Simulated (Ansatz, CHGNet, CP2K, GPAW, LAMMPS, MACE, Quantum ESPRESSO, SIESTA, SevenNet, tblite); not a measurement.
## tblite on glassy Na2Si4O9 (90 atoms): settings against a plane-wave reference

Aim: run glassy Na2Si4O9 (90 atoms) in tblite and see how near its forces come to a plane-wave reference, and at what cost.

Calculated with tblite 0.8.0; the method is named at each step.

## (1) The structure

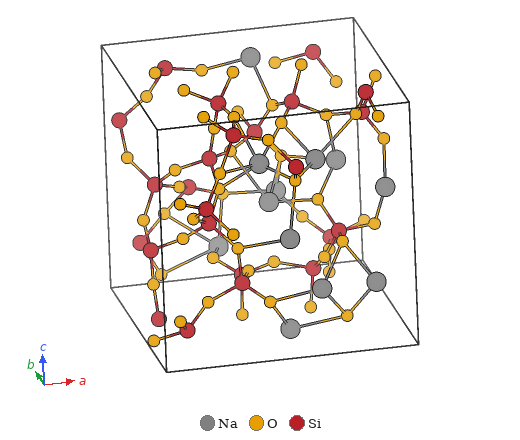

Start, viewed slightly off an axis; sodium grey, oxygen orange, silicon red. Some periodic images of atoms are drawn too.

The cell holds 90 atoms: 12 Na, 54 O and 24 Si. Cell: a = 10.817 Å, b = 10.817 Å, c = 10.817 Å, α = 90.0°, β = 90.0°, γ = 90.0°. 90 atoms (12 Na, 54 O, 24 Si) placed at random at 2.38 g/cm³, melted at 4500 K for 20 ps at fixed volume with the Morse and Coulomb pair potential with partial charges (Pedone, Malavasi, Menziani, Cormack and Segre, J. Phys. Chem. B 110, 11780 (2006)). Quenched from 4500 K to 300 K at 10 K/ps and fixed volume, held 5 ps.

The yardstick, on the same geometry:

```
method                                           : Kohn-Sham DFT, PBE, SSSP efficiency 1.3.0 pseudopotentials, plane waves (Quantum ESPRESSO 7.5); sssp-pbe-1.3.0-efficiency, cutoffs 60/480 Ry, Γ point
r.m.s. force component                           : 1.318 eV/Å
longest force                                    : 5.296 eV/Å
pressure                                         : 5.227 GPa
gap (highest filled to lowest empty level) : 2.733 eV
time                                             : 2.7 min on 4 MPI ranks of Arm Neoverse V2, shared host
CPU time                                         : 11 min
```

## (2) GFN1-xTB

Method: GFN1-xTB tight binding, diagonalisation.

Input file run.py:

```python
import numpy as np
from ase.io import read
from tblite.ase import TBLite

atoms = read("structure.xyz")
atoms.calc = TBLite(method="GFN1-xTB", electronic_temperature=580, accuracy=1.0, max_iterations=250, mixer_damping=0.4, verbosity=1)
energy = atoms.get_potential_energy()
forces = atoms.get_forces()
print(f"energy {energy:.6f} eV")
print("forces (eV/A)")
for i, (a, f) in enumerate(zip(atoms, forces)):
    print(f"{i:4d} {a.symbol:2s} {f[0]:10.5f} {f[1]:10.5f} {f[2]:10.5f}")
stress = -atoms.get_stress(voigt=False) * 160.21766
print("stress (GPa, compression positive)")
for row in stress:
    print(" ".join(f"{x:10.4f}" for x in row))
print("charges (e)")
print(np.array2string(atoms.get_charges(), precision=4, suppress_small=True, max_line_width=110, threshold=100000))
```

Input file structure.xyz:

```xyz
90
Lattice="10.81660 0.00000 0.00000 0.00000 10.81660 0.00000 0.00000 0.00000 10.81660" Properties=species:S:1:pos:R:3 pbc="T T T"
Na 4.42723 9.63110 1.74753
Na 5.85578 8.42862 10.44646
Na 4.99619 3.34774 7.56773
Na 5.75670 1.24239 4.85568
Na 6.00181 6.49537 4.65071
Na 6.06530 3.35196 0.08188
Na 9.41931 1.44229 2.45991
Na 6.86584 9.10422 4.15595
Na 7.05783 1.29583 2.48090
Na 8.97994 6.69407 6.12544
Na 10.37042 3.46174 5.87742
Na 7.37930 3.21642 7.54177
O 6.09321 1.33401 7.39888
O 4.65763 4.77272 2.33671
O 1.53736 7.39033 10.60503
O 2.97381 1.76970 7.90823
O 4.91203 0.88610 9.49319
O 10.55960 5.52555 10.09632
O 3.52589 4.73789 6.13280
O 10.13018 4.78105 3.81177
O 2.33963 1.62541 10.55116
O 1.93855 9.68443 0.76744
O 2.63373 8.57248 4.97964
O 2.23352 4.95519 10.59951
O 9.76220 9.81174 8.43565
O 8.46118 5.87255 8.47329
O 4.60052 7.23328 6.82668
O 0.71411 6.98493 4.27267
O 3.60561 5.64032 8.50931
O 7.80807 5.09354 5.04746
O 7.50780 5.96957 10.79064
O 3.81826 8.75993 9.98794
O 7.34544 10.60676 9.27880
O 10.66895 9.50931 2.24563
O 9.66225 0.95543 9.99432
O 0.95781 0.48015 7.22527
O 2.29463 10.26831 3.23514
O 6.93593 8.11634 6.04021
O 3.87407 2.99652 4.04314
O 4.54362 5.82744 0.02856
O 8.32510 2.45288 0.72471
O 3.99284 3.32686 9.76285
O 1.94061 2.60788 5.70835
O 1.89377 4.67753 4.11756
O 2.07592 6.64301 6.47179
O 8.31797 2.80712 3.92383
O 6.20429 6.90564 1.81762
O 4.74016 9.94835 3.95942
O 8.71904 7.53149 1.87008
O 1.54104 9.35820 8.86723
O 9.24257 3.48338 9.26723
O 10.66117 4.75887 7.55529
O 0.88858 1.02152 1.79880
O 5.00008 2.17976 1.81005
O 9.06442 9.38870 0.17177
O 0.78604 5.79164 1.81394
[... 30 atom lines left out ...]
Si 5.90759 0.16939 8.43176
Si 2.22303 1.25494 6.58580
Si 7.76015 6.35335 1.54212
Si 4.66542 6.21349 1.64932
```

On the command line:

```sh
$ OMP_NUM_THREADS=1 python run.py > output.txt
```

Output:

```text
------------------------------------------------------------
  cycle        total energy    energy error   density error
------------------------------------------------------------
      1     -284.0659462683  -2.8568747E+02   1.0077724E+00
      2     -281.6201351063   2.4458112E+00   7.9603249E-01
      3     -300.2139222441  -1.8593787E+01   4.9201303E-01
      4     -306.8897848498  -6.6758626E+00   1.1426405E-01
      5     -307.7095339464  -8.1974910E-01   2.2501498E-02
      6     -307.7323383492  -2.2804403E-02   7.9148171E-03
      7     -307.7337251169  -1.3867676E-03   3.8816208E-03
      8     -307.7344418094  -7.1669249E-04   9.5380609E-04
      9     -307.7344644986  -2.2689235E-05   3.4649643E-04
     10     -307.7344662230  -1.7244024E-06   1.7006393E-04
     11     -307.7344666977  -4.7471656E-07   1.1677198E-04
     12     -307.7344673199  -6.2222210E-07   1.9373432E-05
------------------------------------------------------------
 total:                                   3.632 sec
energy -8373.881383 eV
forces (eV/A)
   0 Na   -0.57960   -0.13745    0.14252
   1 Na    0.23265   -0.28861   -0.51497
   2 Na   -3.77779    0.21192    0.05828
   3 Na   -0.57276   -0.02161    0.82301
   4 Na   -0.13842   -0.63657   -0.03566
   5 Na    0.12157    0.13518    0.15969
   6 Na    4.16859    0.35206   -0.23018
   7 Na    0.22753    0.42139   -0.29626
   8 Na   -3.58371   -0.05644   -0.85056
   9 Na    0.14937    0.05491    0.22664
  10 Na    0.25625    0.07018    0.02735
  11 Na    3.85813   -0.05422    0.04663
  12 O     0.88134    0.76417   -1.22143
  13 O    -0.85323   -3.11309    0.62767
  14 O    -0.95703   -0.72629    0.28590
  15 O     1.31335   -0.07344    2.20350
  16 O    -0.36676   -1.31134    1.67761
  17 O     0.20559    0.65432    0.64227
  18 O     1.21035   -0.96826   -0.67352
  19 O     1.15163    0.30036   -0.26509
  20 O     1.03424   -0.87669   -1.52110
  21 O     0.02844    0.25323   -0.62209
  22 O     0.46240    0.06255    0.13743
  23 O    -0.76422   -0.55780   -0.13199
[...]
82 Si   -0.41408    0.75327    2.08120
  83 Si    0.88755    0.61711   -1.20601
  84 Si    1.03584   -0.65114   -0.03000
  85 Si   -3.00851    1.42013   -1.48783
  86 Si    2.45598    0.55459   -0.47126
  87 Si    0.46568   -0.29149    0.49282
  88 Si   -2.77967   -2.19936   -1.00549
  89 Si    0.97262    0.93568   -0.09791
stress (GPa, compression positive)
   12.1732    -1.2568    -1.6885
   -1.2568     9.6645    -0.2912
   -1.6885    -0.2912     8.8510
charges (e)
[ 0.3365  0.3529  0.362   0.3417  0.3754  0.3897  0.338   0.3414  0.3378  0.3452  0.3409  0.3599 -0.4689
 -0.299  -0.2471 -0.2881 -0.2321 -0.2497 -0.279  -0.2826 -0.2428 -0.2591 -0.2479 -0.2734 -0.2331 -0.3031
 -0.2405 -0.249  -0.2152 -0.4786 -0.2648 -0.4687 -0.2826 -0.257  -0.2756 -0.264  -0.2549 -0.461  -0.2796
 -0.2657 -0.4506 -0.2846 -0.2734 -0.2403 -0.2314 -0.4564 -0.3293 -0.436  -0.2343 -0.2475 -0.2741 -0.4581
 -0.2892 -0.4254 -0.2782 -0.2211 -0.2775 -0.285  -0.238  -0.2417 -0.2283 -0.2715 -0.4808 -0.4533 -0.2458
 -0.4285  0.4336  0.5361  0.4894  0.5     0.508   0.5441  0.5432  0.5369  0.4692  0.5218  0.5048  0.5137
  0.5309  0.4935  0.5416  0.4697  0.4857  0.4875  0.5509  0.5537  0.5095  0.5195  0.5155  0.4628]
```

It took 4.1 s on 1 thread of Arm Neoverse V2, shared host; peak memory 0.12 GiB.

Banners, paths, timers and routine set-up lines are dropped from the logs unmarked, and long logs keep their key lines alone; longer cuts are marked.

Against the reference:

| Property | Result |
| --- | --- |
| r.m.s. force component | 1.18 eV/Å |
| r.m.s. difference of force components | 667 meV/Å |
| longest difference of force vectors | 3437 meV/Å |
| force difference over r.m.s. force | 50.6 % |
| slope of forces against the reference's | 0.7726 |
| correlation of force components | 0.8631 |
| pressure | 10.23 GPa |
| pressure difference | 5.002 GPa |

Length of the force difference by element (eV/Å):

| element | atoms | mean | most |
| --- | --- | --- | --- |
| Na | 12 | 1.3 | 3.4 |
| O | 54 | 0.64 | 1.2 |
| Si | 24 | 1.4 | 2.8 |

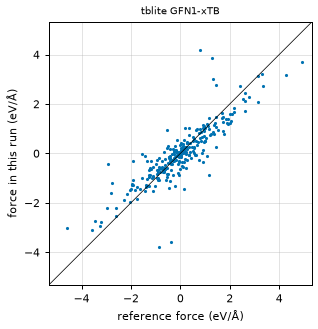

Force components against those of the reference; the line marks equality.

Local excerpt of 10 atoms (numbers count through the whole input) about O41, which has 4 bonded neighbours where the commonest count for O is 2; x, y, z are measured from there.

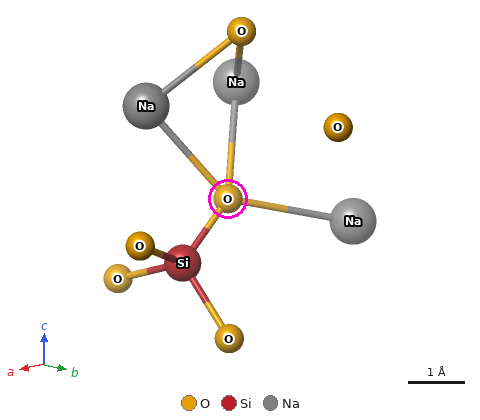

The atoms of the table, within 3.2 Å (arrows a, b, c point along x, y, z); some may hide others; the central atom is ringed.

| atom | x | y | z | distance (Å) | bonds | Mulliken charge (e) | Fx | Fy | Fz (eV/Å) |
| --- | --- | --- | --- | --- | --- | --- | --- | --- | --- |
| O41 | 0.00 | 0.00 | 0.00 | 0.00 | 4 | -0.45 | -1.28 | 0.28 | 1.25 |
| Si69 | 1.17 | 0.06 | -1.00 | 1.54 | 4 | 0.49 | -1.12 | -0.43 | -0.33 |
| Na7 | 1.09 | -1.01 | 1.74 | 2.29 | 4 | 0.34 | 4.17 | 0.35 | -0.23 |
| Na9 | -1.27 | -1.16 | 1.76 | 2.46 | 4 | 0.34 | -3.58 | -0.06 | -0.85 |
| Na6 | -2.26 | 0.90 | -0.64 | 2.52 | 4 | 0.39 | 0.12 | 0.14 | 0.16 |
| O35 | 1.34 | -1.50 | -1.55 | 2.53 | 2 | -0.28 | 0.03 | 0.51 | -0.19 |
| O51 | 0.92 | 1.03 | -2.27 | 2.66 | 3 | -0.27 | -0.86 | -1.99 | 0.55 |
| O59 | 2.61 | 0.48 | -0.36 | 2.67 | 2 | -0.24 | -0.12 | 1.05 | -0.11 |
| O60 | -0.34 | 2.58 | 1.76 | 3.14 | 2 | -0.24 | -0.65 | 1.64 | -2.93 |
| O46 | -0.01 | 0.35 | 3.20 | 3.22 | 3 | -0.46 | 0.10 | -1.09 | -0.31 |

Atoms are counted from 1 here, from 0 in the log.

Forces lie 51 % from the reference's, at 0.0062 times its CPU time (on 1 against 4 cores).

## (3) Outcome

- force difference from the reference: tblite GFN1-xTB, 51 %
- its CPU time: 4.1 s

**Reading.** Tight binding differs by 51 % (tblite GFN1-xTB); it is another model, with fitted parameters of its own, and the xTB methods hold dispersion. One electronic-structure run takes under half the reference's CPU time: tblite GFN1-xTB, at 51 % in 4.1 s against 11 min; its pressure misses by +5.0 GPa. Periodic xTB results under one method name differ between programs and library versions. The reference's pressure holds the uncorrected Pulay stress of its 60 Ry basis, so small pressure differences, and their order, may be the reference's own error. The quench rate of 10 K/ps is many orders above laboratory rates, so the cell is likely richer in defects and strain than a real sample. The network of bonds at the start is that of the classical potential that made the cell, and needn't be the one that DFT or experiment would give. The electronic-structure runs sample only Γ, in a cell whose shortest periodic width is 11 Å.

[Also dropped from logs without a mark: logging warnings of Python, and SIESTA's first energy breakdown and zero terms.]

[Logs are printed without paths, hosts, clocks, repeated set-up lines and the standing remarks that a program may print on its own settings, such as how far it seeks lower states.]

[Hosts, paths, dates, database ids (printed as entryN), source tags and the programs' standing remarks are cut or masked in the printed files.]
